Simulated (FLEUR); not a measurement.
# MnGaGe: which magnetic order is lowest, part 2 of 2

Wanted: the moments of MnGaGe and the energy of each order that was tried.

FLEUR MaX-R8.1; PBEsol; all-electron FLAPW, Dirac cores, scalar-relativistic bands.

So far. Step 2 (Order 1, typed as ferro ++): After 32 cycles the largest moment stands at 2.31 μB.

### Step 3. Start 2: antiferro +-

Another pattern of signs weighs the neighbour shells otherwise.

File inp.xml:

```
<?xml version="1.0" encoding="UTF-8" standalone="no"?>
<fleurInput fleurInputVersion="0.39">
   <comment>
      MnGaGe
   </comment>
   <calculationSetup>
      <cutoffs Kmax="3.6" Gmax="10.8" GmaxXC="10.8" numbands="0"/>
      <scfLoop itmax="90" minDistance="0.00002" maxIterBroyd="15" imix="Anderson" alpha="0.05" precondParam="0.0" spinf="2.0" sdNocoIR="T"/>
      <coreElectrons ctail="T" frcor="F" kcrel="0" coretail_lmax="0"/>
      <xcFunctional name="PBEs" relativisticCorrections="F"/>
      <magnetism jspins="2"/>
      <soc l_soc="F" theta="0.0" phi="0.0" spav="F"/>
      <expertModes spex="0" secvar="F"/>
      <geometryOptimization l_f="F" forcealpha="1.0" forcemix="BFGS" epsdisp="0.00001" epsforce="0.00001"/>
      <ldaU l_linMix="F" mixParam="0.05" spinf="1.0"/>
   </calculationSetup>
   <cell>
      <bzIntegration valenceElectrons="84.0" mode="hist" fermiSmearingEnergy="0.00110248">
         <kPointListSelection listName="default-1"/>
         <xi:include xmlns:xi="http://www.w3.org/2001/XInclude" href="kpts.xml"> </xi:include>
      </bzIntegration>
      <xi:include xmlns:xi="http://www.w3.org/2001/XInclude" href="sym.xml"> </xi:include>
      <bulkLattice scale="1.0">
         <bravaisMatrix>
            <row-1>    7.4567780294482420     0.0000000000000000     0.0000000000000000</row-1>
            <row-2>    0.0000000000000000     7.4567780294482420     0.0000000000000000</row-2>
            <row-3>    0.0000000000000000     0.0000000000000000    11.1699481348278962</row-3>
         </bravaisMatrix>
      </bulkLattice>
   </cell>
   <atomSpecies>
      <species name="Manganese 3.502" element="Mn" atomicNumber="25">
         <mtSphere radius="2.45" gridPoints="811" logIncrement="0.015"/>
         <atomicCutoffs lmax="10" lnonsphr="8"/>
         <electronConfig flipSpins="F">
            <coreConfig>(1s1/2) (2s1/2) (2p1/2) (2p3/2)</coreConfig>
            <valenceConfig>(3s1/2) (3p1/2) (3p3/2) (4s1/2) (3d3/2) (3d5/2)</valenceConfig>
            <stateOccupation state="(3d3/2)" spinUp="1.251" spinDown="0.749"/>
            <stateOccupation state="(3d5/2)" spinUp="3.0" spinDown="0.0"/>
         </electronConfig>
         <energyParameters s="4" p="4" d="3" f="4"/>
         <lo type="SCLO" l="0" n="3" eDeriv="0"/>
         <lo type="SCLO" l="1" n="3" eDeriv="0"/>
      </species>
      <species name="Manganese -3.502" element="Mn" atomicNumber="25">
         <mtSphere radius="2.45" gridPoints="811" logIncrement="0.015"/>
         <atomicCutoffs lmax="10" lnonsphr="8"/>
         <electronConfig flipSpins="F">
            <coreConfig>(1s1/2) (2s1/2) (2p1/2) (2p3/2)</coreConfig>
            <valenceConfig>(3s1/2) (3p1/2) (3p3/2) (4s1/2) (3d3/2) (3d5/2)</valenceConfig>
            <stateOccupation state="(3d3/2)" spinUp="0.749" spinDown="1.251"/>
            <stateOccupation state="(3d5/2)" spinUp="0.0" spinDown="3.0"/>
         </electronConfig>
         <energyParameters s="4" p="4" d="3" f="4"/>
         <lo type="SCLO" l="0" n="3" eDeriv="0"/>
         <lo type="SCLO" l="1" n="3" eDeriv="0"/>
      </species>
      <species name="Gallium (Ga)" element="Ga" atomicNumber="31">
         <mtSphere radius="2.3" gridPoints="761" logIncrement="0.016"/>
         <atomicCutoffs lmax="8" lnonsphr="6"/>
         <electronConfig flipSpins="F">
            <coreConfig>(1s1/2) (2s1/2) (2p1/2) (2p3/2) (3s1/2) (3p1/2) (3p3/2)</coreConfig>
            <valenceConfig>(4s1/2) (3d3/2) (3d5/2) (4p1/2) (4p3/2)</valenceConfig>
            <stateOccupation state="(4p1/2)" spinUp="0.166667" spinDown="0.166667"/>
            <stateOccupation state="(4p3/2)" spinUp="0.333333" spinDown="0.333333"/>
         </electronConfig>
         <energyParameters s="4" p="4" d="3" f="4"/>
      </species>
      <species name="Germanium (Ge)" element="Ge" atomicNumber="32">
         <mtSphere radius="2.3" gridPoints="761" logIncrement="0.016"/>
         <atomicCutoffs lmax="8" lnonsphr="6"/>
         <electronConfig flipSpins="F">
            <coreConfig>(1s1/2) (2s1/2) (2p1/2) (2p3/2) (3s1/2) (3p1/2) (3p3/2)</coreConfig>
            <valenceConfig>(4s1/2) (3d3/2) (3d5/2) (4p1/2) (4p3/2)</valenceConfig>
            <stateOccupation state="(4p1/2)" spinUp="0.333333" spinDown="0.333333"/>
            <stateOccupation state="(4p3/2)" spinUp="0.666667" spinDown="0.666667"/>
         </electronConfig>
         <energyParameters s="4" p="4" d="3" f="4"/>
      </species>
   </atomSpecies>
   <atomGroups>
      <atomGroup species="Manganese 3.502">
         <relPos label="                   1">.0000000000 .0000000000 .0000000000</relPos>
         <force calculate="T" relaxXYZ="TTT"/>
      </atomGroup>
      <atomGroup species="Manganese -3.502">
         <relPos label="                   2">1.000/2.000 1.000/2.000 .0000000000</relPos>
         <force calculate="T" relaxXYZ="TTT"/>
      </atomGroup>
      <atomGroup species="Gallium (Ga)">
         <relPos label="                   3">.0000000000 1.000/2.000 -.2962270000</relPos>
         <relPos label="                   4">1.000/2.000 .0000000000 .2962270000</relPos>
         <force calculate="T" relaxXYZ="TTT"/>
      </atomGroup>
      <atomGroup species="Germanium (Ge)">
         <relPos label="                   5">.0000000000 1.000/2.000 .2809470000</relPos>
         <relPos label="                   6">1.000/2.000 .0000000000 -.2809470000</relPos>
         <force calculate="T" relaxXYZ="TTT"/>
      </atomGroup>
   </atomGroups>
   <output dos="F" band="F" slice="F">
      <bandDOS minEnergy="-.5*Htr" maxEnergy="0.5*Htr" sigma="0.015" storeEVData="T"/>
      <plotting iplot="0" polar="F">
         <plot TwoD="T" vec1="  1.0  0.0  0.0" vec2="  0.0  1.0  0.0" vec3="  0.0  0.0  1.0" zero="  0.0  0.0  0.0" file="plot"/>
      </plotting>
      <moessbauerParams electricFieldGradient="F" isomerShift="F" coreHyperfine="F" valenceHyperfine="F"/>
   </output>
</fleurInput>
```

File crystal.txt:

```
MnGaGe
&input film=F cartesian=F /
3.94595700000  0.00000000000  0.00000000000
0.00000000000  3.94595700000  0.00000000000
0.00000000000  0.00000000000  5.91088200000
1.8897261246
1.0 1.0 1.0

6
25 0.00000000000  0.00000000000  0.00000000000 : 3.502
25 0.50000000000  0.50000000000  0.00000000000 : -3.502
31 0.00000000000  0.50000000000  0.70377300000
31 0.50000000000  0.00000000000  0.29622700000
32 0.00000000000  0.50000000000  0.28094700000
32 0.50000000000  0.00000000000  0.71905300000

&kpt div1=8 div2=8 div3=8 gamma=T /
```

Run with:

```console
> OMP_NUM_THREADS=1 inpgen -f crystal.txt > inpgen.log  # inp.xml is then edited as shown
> OMP_NUM_THREADS=1 mpirun -n 4 fleur_MPI > fleur.log
```

Output:

```text
[banner, memory and clock lines left out]
Welcome to FLEUR        (www.flapw.de)
      MaX-Release 8.1          (www.max-centre.eu)

 ========== k-point set info ==========
 Selected k-point list: default-1
 k-point list type: mesh
 0 x 0 x 0
 Number of k points: 76

 ------------Calculation Setup---------------------------
 Number of PE/node        :            4
 Number of OMP-threads    :            1
 k-points in parallel     :            4
 pe's per k-point         :            1
 No of k-point loops      :           19
 Eigenvalue solver        :       lapack
 Number of basis functions:          536
 Approximate size of matrices (H+S) per k-point:         0.009 GB
 Iteration:     1   Distance:      14.38260899 me/bohr^3
 Iteration:     2   Distance:       9.67769734 me/bohr^3
 Iteration:     3   Distance:       7.89430147 me/bohr^3
 Iteration:     4   Distance:       6.81533930 me/bohr^3
 Iteration:     5   Distance:       3.11640029 me/bohr^3
 Iteration:     6   Distance:       1.88639294 me/bohr^3
 Iteration:     7   Distance:       1.23638558 me/bohr^3
 Iteration:     8   Distance:       0.75954103 me/bohr^3
 Iteration:     9   Distance:       0.98985777 me/bohr^3
 Iteration:    10   Distance:       0.44623133 me/bohr^3
 Iteration:    11   Distance:       0.42545579 me/bohr^3
 Iteration:    12   Distance:       0.16919596 me/bohr^3
 Iteration:    13   Distance:       0.21847188 me/bohr^3
 Iteration:    14   Distance:       0.06386627 me/bohr^3
 Iteration:    15   Distance:       0.07664059 me/bohr^3
 Iteration:    16   Distance:       0.07552541 me/bohr^3
 Iteration:    17   Distance:       0.07127589 me/bohr^3
 Iteration:    18   Distance:       0.03061446 me/bohr^3
 Iteration:    19   Distance:       0.01111490 me/bohr^3
 Iteration:    20   Distance:       0.00818124 me/bohr^3
 Iteration:    21   Distance:       0.00323438 me/bohr^3
 Iteration:    22   Distance:       0.00301302 me/bohr^3
 Iteration:    23   Distance:       0.00106099 me/bohr^3
 Iteration:    24   Distance:       0.00062547 me/bohr^3
 Iteration:    25   Distance:       0.00031413 me/bohr^3
 Iteration:    26   Distance:       0.00009397 me/bohr^3
 Iteration:    27   Distance:       0.00009111 me/bohr^3
 Iteration:    28   Distance:       0.00005627 me/bohr^3
 Iteration:    29   Distance:       0.00001020 me/bohr^3

 ********************************************************************
 Run finished successfully
 Stop message:
   all done
 ********************************************************************

--- out.xml (last complete iteration) ---
<iteration numberForCurrentRun="   29" overallNumber="   29">
         [... left out ...]
         <bandgap value="0.0067477414" units="eV"/>
         <sumValenceSingleParticleEnergies value="-39.1226004446" units="Htr"/>
         <FermiEnergy value="0.3220761412" units="Htr"/>
         <valenceDensity>
            <mtCharges spin="1">
               <mtCharge atomType="1" total="8.4041345" s="1.1961828" p="3.2311990" d="3.9624040" f="0.0121088"/>
               <mtCharge atomType="2" total="5.7485879" s="1.1600393" p="3.1931210" d="1.3793696" f="0.0129545"/>
               <mtCharge atomType="3" total="5.7627478" s="0.4323822" p="0.3590306" d="4.9629697" f="0.0068957"/>
               <mtCharge atomType="4" total="6.1803746" s="0.5650705" p="0.6087507" d="4.9975573" f="0.0072688"/>
            </mtCharges>
            <mtCharges spin="2">
               <mtCharge atomType="1" total="5.7485879" s="1.1600393" p="3.1931211" d="1.3793695" f="0.0129545"/>
               <mtCharge atomType="2" total="8.4041347" s="1.1961829" p="3.2311992" d="3.9624040" f="0.0121088"/>
               <mtCharge atomType="3" total="5.7627478" s="0.4323822" p="0.3590306" d="4.9629697" f="0.0068957"/>
               <mtCharge atomType="4" total="6.1803745" s="0.5650705" p="0.6087506" d="4.9975574" f="0.0072688"/>
            </mtCharges>
            <spinDependentCharge spin="1" total="41.9999996" interstitial="3.9610323" mtSpheres="38.0389673"/>
            <spinDependentCharge spin="2" total="42.0000004" interstitial="3.9610331" mtSpheres="38.0389674"/>
            <totalCharge value="84.0000000000"/>
         </valenceDensity>
         [... left out ...]
         <magneticMomentsInMTSpheres units="muBohr">
            <globalMagMoment atomType="1" vec="0.00000   0.00000   2.65555"/>
            <localMagMoment atomType="1" vec="0.00000   0.00000   2.65555"/>
            <globalMagMoment atomType="2" vec="0.00000   0.00000  -2.65555"/>
            <localMagMoment atomType="2" vec="0.00000   0.00000  -2.65555"/>
            <globalMagMoment atomType="3" vec="0.00000   0.00000   0.00000"/>
            <localMagMoment atomType="3" vec="0.00000   0.00000   0.00000"/>
            <globalMagMoment atomType="4" vec="0.00000   0.00000   0.00000"/>
            <localMagMoment atomType="4" vec="0.00000   0.00000   0.00000"/>
         </magneticMomentsInMTSpheres>
         [... left out ...]
         <totalEnergy value="   -10395.5550624025" units="Htr">
            <sumOfEigenvalues value="    -5975.5348395077">
               <coreElectrons value="-5936.4122390631"/>
               <valenceElectrons value="-39.1226004446"/>
            </sumOfEigenvalues>
            <densityCoulombPotentialIntegral value="-16030.5522666569"/>
            <densityEffectivePotentialIntegral value="-16564.5572646785"/>
            <chargeDenXCDenIntegral value="-407.3191279191"/>
            <FockExchangeEnergyValence value="0.0000000000"/>
            <FockExchangeEnergyCore value="0.0000000000"/>
         [... left out ...]
            <tkbTimesEntropy value="0.0003838508"/>
            <freeEnergy value="-10395.5554462533"/>
            <extrapolationTo0K value="-10395.5552543279"/>
         </totalEnergy>
         <densityConvergence units="me/bohr^3">
            <chargeDensity spin="1" distance="0.0000057015"/>
            <chargeDensity spin="2" distance="0.0000057883"/>
            <overallChargeDensity distance="0.0000101995"/>
            <spinDensity distance="0.0000052909"/>
         </densityConvergence>
      </iteration>
```

The job ended after 2.5 min (4 MPI ranks of Intel Xeon 6975P-C (Granite Rapids), shared host; peak memory 0.51 GiB).

Spin moment in the muffin-tin sphere by atom:

```csv
atom,spin moment in the muffin-tin sphere (μB)
Mn1,2.66
Mn2,-2.66
Ga3,0.00
Ga4,0.00
Ge5,0.00
Ge6,0.00
```

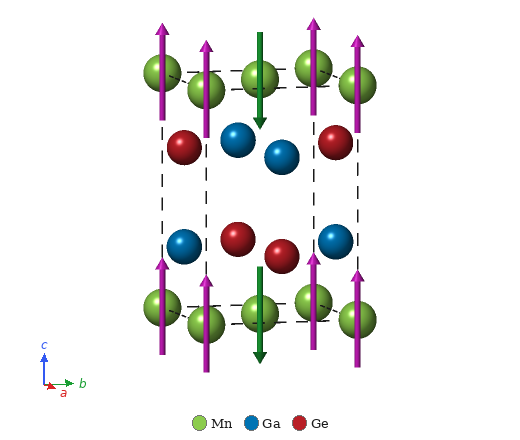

Spin moment in the muffin-tin sphere as arrows, the longest 2.66 μB. Up and down stand for the sign. Arrows give size and sign along the axis of quantisation, drawn up and down the page. The two directions have two colours. Some periodic images of atoms are drawn too.

Numbers from this step:

```
free energy                                                       : -282877.4745 eV
program's band gap on this mesh (in a metal only a level spacing) : 0.006748 eV
magnetization                                                     : 0 μB
final state                                                       : antiferromagnetic
```

It lies 84.1 meV a seeded atom over the first start, and its largest moment is 2.66 μB against 2.31 μB.

### Step 4. Order 3, typed as no spin polarisation

Without spin polarisation no moment can form, so the difference from the other runs is what forming moments gains.

inp.xml, as its differences from that of step 3:

```diff
@@ -10,3 +10,3 @@
       <xcFunctional name="PBEs" relativisticCorrections="F"/>
-      <magnetism jspins="2"/>
+      <magnetism jspins="1"/>
       <soc l_soc="F" theta="0.0" phi="0.0" spav="F"/>
@@ -31,3 +31,3 @@
    <atomSpecies>
-      <species name="Manganese 3.502" element="Mn" atomicNumber="25">
+      <species name="Manganese (Mn)" element="Mn" atomicNumber="25">
          <mtSphere radius="2.45" gridPoints="811" logIncrement="0.015"/>
@@ -37,17 +37,4 @@
             <valenceConfig>(3s1/2) (3p1/2) (3p3/2) (4s1/2) (3d3/2) (3d5/2)</valenceConfig>
-            <stateOccupation state="(3d3/2)" spinUp="1.251" spinDown="0.749"/>
-            <stateOccupation state="(3d5/2)" spinUp="3.0" spinDown="0.0"/>
-         </electronConfig>
-         <energyParameters s="4" p="4" d="3" f="4"/>
-         <lo type="SCLO" l="0" n="3" eDeriv="0"/>
-         <lo type="SCLO" l="1" n="3" eDeriv="0"/>
-      </species>
-      <species name="Manganese -3.502" element="Mn" atomicNumber="25">
-         <mtSphere radius="2.45" gridPoints="811" logIncrement="0.015"/>
-         <atomicCutoffs lmax="10" lnonsphr="8"/>
-         <electronConfig flipSpins="F">
-            <coreConfig>(1s1/2) (2s1/2) (2p1/2) (2p3/2)</coreConfig>
-            <valenceConfig>(3s1/2) (3p1/2) (3p3/2) (4s1/2) (3d3/2) (3d5/2)</valenceConfig>
-            <stateOccupation state="(3d3/2)" spinUp="0.749" spinDown="1.251"/>
-            <stateOccupation state="(3d5/2)" spinUp="0.0" spinDown="3.0"/>
+            <stateOccupation state="(3d3/2)" spinUp="1.000000" spinDown="1.000000"/>
+            <stateOccupation state="(3d5/2)" spinUp="1.500000" spinDown="1.500000"/>
          </electronConfig>
@@ -81,8 +68,5 @@
    <atomGroups>
-      <atomGroup species="Manganese 3.502">
-         <relPos label="                   1">.0000000000 .0000000000 .0000000000</relPos>
-         <force calculate="T" relaxXYZ="TTT"/>
-      </atomGroup>
-      <atomGroup species="Manganese -3.502">
-         <relPos label="                   2">1.000/2.000 1.000/2.000 .0000000000</relPos>
+      <atomGroup species="Manganese (Mn)">
+         <relPos label="                   1">-1.000/4.000 -1.000/4.000 .0000000000</relPos>
+         <relPos label="                   2">1.000/4.000 1.000/4.000 .0000000000</relPos>
          <force calculate="T" relaxXYZ="TTT"/>
@@ -90,4 +74,4 @@
       <atomGroup species="Gallium (Ga)">
-         <relPos label="                   3">.0000000000 1.000/2.000 -.2962270000</relPos>
-         <relPos label="                   4">1.000/2.000 .0000000000 .2962270000</relPos>
+         <relPos label="                   3">-1.000/4.000 1.000/4.000 -.2962270000</relPos>
+         <relPos label="                   4">1.000/4.000 -1.000/4.000 .2962270000</relPos>
          <force calculate="T" relaxXYZ="TTT"/>
@@ -95,4 +79,4 @@
       <atomGroup species="Germanium (Ge)">
-         <relPos label="                   5">.0000000000 1.000/2.000 .2809470000</relPos>
-         <relPos label="                   6">1.000/2.000 .0000000000 -.2809470000</relPos>
+         <relPos label="                   5">-1.000/4.000 1.000/4.000 .2809470000</relPos>
+         <relPos label="                   6">1.000/4.000 -1.000/4.000 -.2809470000</relPos>
          <force calculate="T" relaxXYZ="TTT"/>
```

crystal.txt, as its differences from that of step 3:

```diff
@@ -9,4 +9,4 @@
 6
-25 0.00000000000  0.00000000000  0.00000000000 : 3.502
-25 0.50000000000  0.50000000000  0.00000000000 : -3.502
+25 0.00000000000  0.00000000000  0.00000000000
+25 0.50000000000  0.50000000000  0.00000000000
 31 0.00000000000  0.50000000000  0.70377300000
```

Output:

```text
[banner, memory and clock lines left out]
Welcome to FLEUR        (www.flapw.de)
      MaX-Release 8.1          (www.max-centre.eu)

 ========== k-point set info ==========
 Selected k-point list: default-1
 k-point list type: mesh
 0 x 0 x 0
 Number of k points: 76

 [... set-up left out ...]
 Iteration:     1   Distance:      24.29678825 me/bohr^3
 Iteration:     2   Distance:      10.37546182 me/bohr^3
 Iteration:     3   Distance:       9.03427148 me/bohr^3
 Iteration:     4   Distance:       6.77393458 me/bohr^3
 Iteration:     5   Distance:       4.03846020 me/bohr^3
[...]
<FermiEnergy value="0.3151995866" units="Htr"/>
         [... left out ...]
         <totalEnergy value="   -10395.5328554325" units="Htr">
            <sumOfEigenvalues value="    -5976.1424289042">
               <coreElectrons value="-5936.9533704700"/>
               <valenceElectrons value="-39.1890584341"/>
            </sumOfEigenvalues>
         [... left out ...]
            <freeEnergy value="-10395.5337748104"/>
            <extrapolationTo0K value="-10395.5333151214"/>
         </totalEnergy>
         <densityConvergence units="me/bohr^3">
            <chargeDensity spin="1" distance="0.0000089599"/>
         </densityConvergence>
      </iteration>
```

It took 34 s on 4 MPI ranks; peak memory 0.32 GiB; 2.3 min of CPU time.

Numbers from this step:

```yaml
free_energy: -282876.8848 eV
program_s_band_gap_on_this_mesh_in_a_metal_only_a_level_spacing: 0.003783 eV
final_state: non-magnetic (no spin polarisation)
```

It lies 379 meV a seeded atom over the first start.

### Step 5. Energies of the orders

Free energies are divided by the number of seeded atoms.

Orders:

```csv
start,final state,typed order kept,energy over the lowest (meV a seeded atom),largest sphere moment (μB),net moment (μB a primitive cell),mesh matched,CPU time (s)
ferro ++,"ferromagnetic, with opposed induced moments",yes,0,2.312,4.389,yes,384.9
antiferro +-,antiferromagnetic,yes,84.11,2.656,0,yes,592.5
no spin polarisation,non-magnetic,-,379,0,0,yes,135.3
```

### Step 6. Summary of results

```json
{"lowest state found": "ferromagnetic (typed ferro ++)", "largest site spin moment": "2.31 μB", "next finished state": "antiferromagnetic, 84.1 meV a seeded atom higher", "energy gained by spin polarisation": "379 meV a seeded atom"}
```

The lowest state found is ferromagnetic, reached from the start ferro ++, with moments up to 2.31 μB. The next finished state costs 84 meV a seeded atom. Forming the largest moments gains far more than ordering them, so they should outlast the ordering temperature. Only 3 starts were tried; other patterns of signs, canted and longer-period orders were not.

[Logs and program files are shortened in this print: banners, set-up blocks, solver, clock and traceback lines can be left out without a mark of their own.]

[Logs are printed without paths, hosts, clocks, repeated set-up lines and the standing remarks that a program may print on its own settings, such as how far it seeks lower states.]

[Hosts, paths, dates, database ids (printed as entryN), source tags and the programs' standing remarks are cut or masked in the printed files.]

[Where a cell is said to come from a database of computed structures, the database is the Materials Project.]
